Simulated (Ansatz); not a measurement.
**HNOPSi (doublet): density, localisation and related maps**

```xyz
5

N    -2.2733    0.6731   -0.0770
O    -2.3376    0.9278   -2.3494
P    -3.0735   -0.1663   -1.3369
Si   -1.4802    1.8487   -1.1452
H    -2.3077    0.4812    0.9191
```

Geometry: PBE0-D3(BJ)/def2-SVP.

The calculation used isolated molecule in a Gaussian basis; Kohn-Sham density functional theory, functional PBE0 in Ansatz.

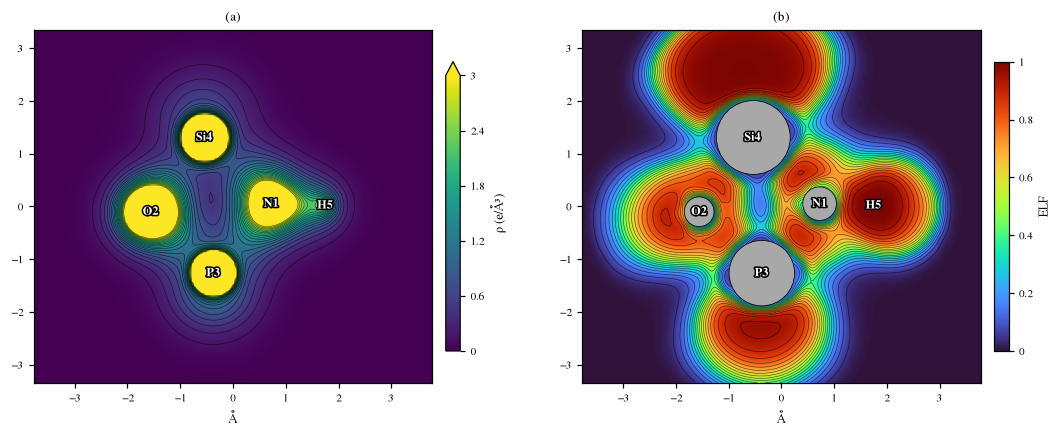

Figure 1. (a) electron density; (b) ELF on the molecular plane. Grey discs cover the atomic cores in the ELF map.

Q: Read the bonding off the picture.

A: Atoms in the plane: N, O, P, Si and H.
P–O (1.66 Å): ρ is about 1.3 e/Å³ halfway; the ELF peaks at about 0.85 between the atoms; a polar covalent bond.
P–N (1.71 Å): ρ at the midpoint is about 1.3 e/Å³; the ELF peaks at about 0.90 between the atoms, as expected for a polar covalent bond.
Si–O (1.74 Å): ρ is about 0.98 e/Å³ halfway; the ELF peaks at about 0.85 between the atoms (a polar covalent bond).
Si–N (1.78 Å): the density is about 0.98 e/Å³ at the midpoint; the ELF peaks at about 0.90 between the atoms: a polar covalent bond.
N–H (1.02 Å): ρ at the midpoint is about 2.9 e/Å³; the ELF climbs to about 1 towards the hydrogen, as it does in any bond to H; a covalent bond by its length.
The ELF also peaks beside P3, O2 and Si4, away from the bonds: non-bonding electrons, paired or unpaired.

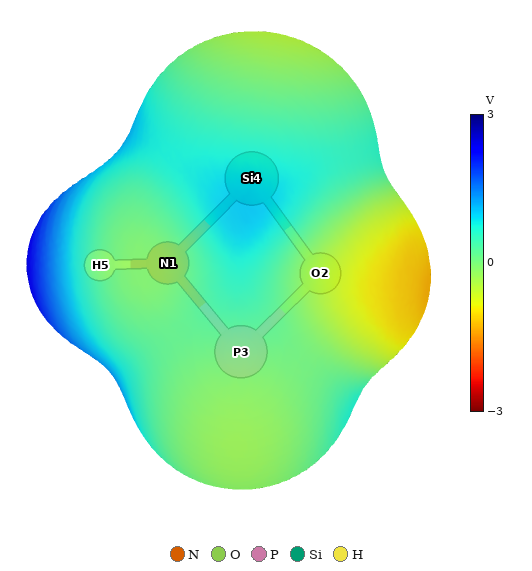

Figure 2. The molecular electrostatic potential painted on the density surface at 0.002 e/bohr³, seen at a tilt; red is negative and blue positive.

Q: Describe the electrostatic potential map.

A: The most negative region (about −1.3 V) lies over O2, the most positive (about +2.4 V) over H5. O2 is the likeliest acceptor of a hydrogen bond.

Q: How polar is the molecule by this calculation?

A: Its dipole moment is 2.26 D.

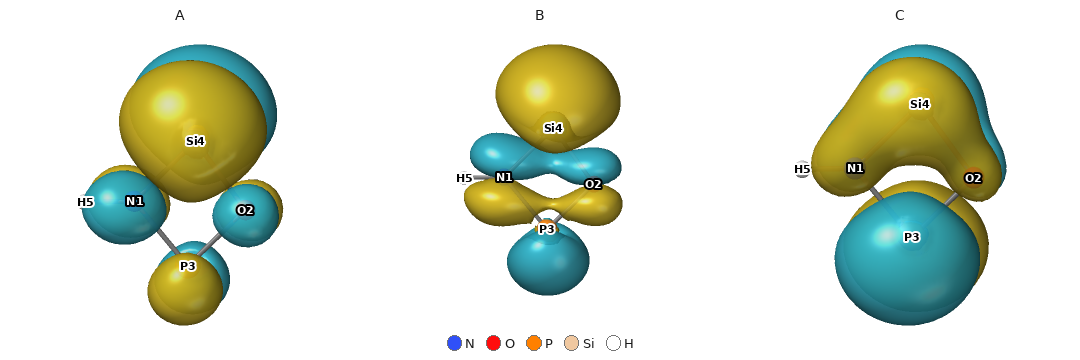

Figure 3. Three frontier orbitals at ±0.08 Å⁻³ᐟ² (yellow and cyan are the two phases), in no order.

Q: Which picture is the HOMO−1, the HOMO and the LUMO? All are α orbitals.

A: B is the HOMO−1 (α) (−7.29 eV). By Hirshfeld shares it lies mainly on Si4 (about 60 %), P3 (about 15 %), N1 (about 15 %) and O2 (about 10 %); it is symmetric in the molecular plane (an in-plane orbital: σ, lone-pair or in-plane π type). C is the HOMO (α) (−5.50 eV). By Hirshfeld shares it lies mainly on P3 (about 65 %), Si4 (about 20 %) and N1 (about 10 %); it changes sign across the molecular plane (π type); π-bonding across N1–Si4. A is the LUMO (α) (−1.64 eV). Its weight (Hirshfeld) is mainly on Si4 (about 70 %), N1 (about 10 %), P3 (about 10 %) and O2 (about 10 %); it changes sign across the molecular plane (π type); π-antibonding (a node) across N1–P3 and O2–P3.

Q: What is the gap between the highest occupied and lowest empty α orbitals?

A: 3.86 eV between the orbital energies.

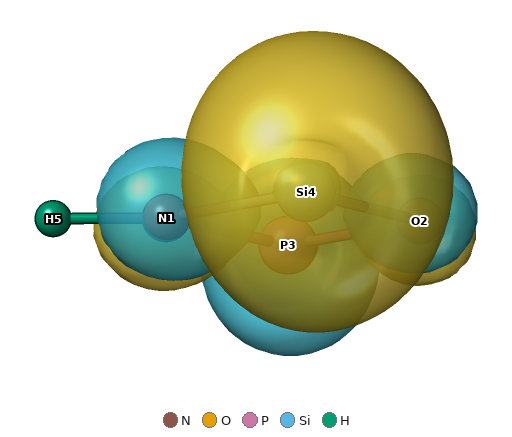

Figure 4. The HOMO (β) at ±0.15 Å⁻³ᐟ² (yellow and cyan are the two phases), seen from one side.

Q: Where does this orbital lie, and at what energy?

A: It lies mainly on Si4 (about 60 %), P3 (about 20 %), N1 (about 15 %) and O2 (about 10 %); it is symmetric in the molecular plane (an in-plane orbital: σ, lone-pair or in-plane π type). Its energy is −7.13 eV.
